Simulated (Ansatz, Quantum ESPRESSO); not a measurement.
# 1T-SnSe2, 1 layer: the gap along the path at a withheld member of a series

How the rows were computed: Quantum ESPRESSO 7.5, PBE, GBRV ultrasoft. Cell and atoms are first relaxed; each strained cell is then held and the atoms relax in it. A periodic run with 15 Å of vacuum in the starting cell gives the vacuum levels, and bands follow along a path. The bands are repeated with spin-orbit coupling and fully relativistic files. The series steps biaxial strain.

```tsv
biaxial strain	gap along the path (eV)
-4 %	0.543
-3 %	0.606
-2 %	0.662
-1 %	0.709
0 %	0.751
1 %	0.791
3 %	0.858
4 %	0.884
```

To predict: What is the gap along the path at 2 %?

**Worked estimate.** The rows at 1 % and 3 % give a slope of (0.858 − (0.791))/(3 − (1)) = 0.0335, so a straight line gives 0.825 eV. A parabola through these and the row at 0 % gives 0.827 eV.

**The withheld run.** 0.827 eV. The line misses by −0.002 and the parabola by 0.000 eV. The parabola does better.

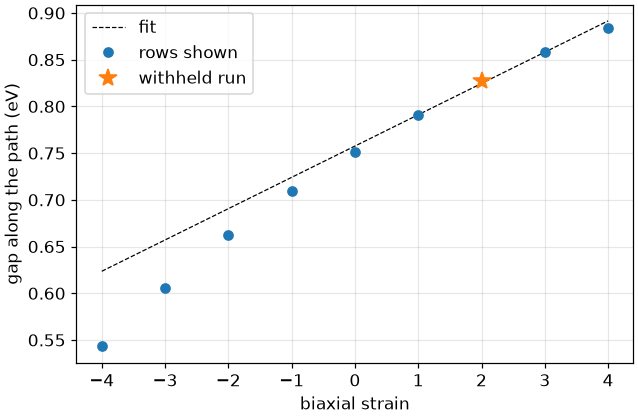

The rows shown, the fit and the withheld run.

Caveats: Semilocal gaps are too small; the 1×1 cell can't ripple over many cells under compression as a free sheet would. These values are without spin-orbit coupling.

[Logs are printed without paths, hosts, clocks, repeated set-up lines and the standing remarks that a program may print on its own settings, such as how far it seeks lower states.]
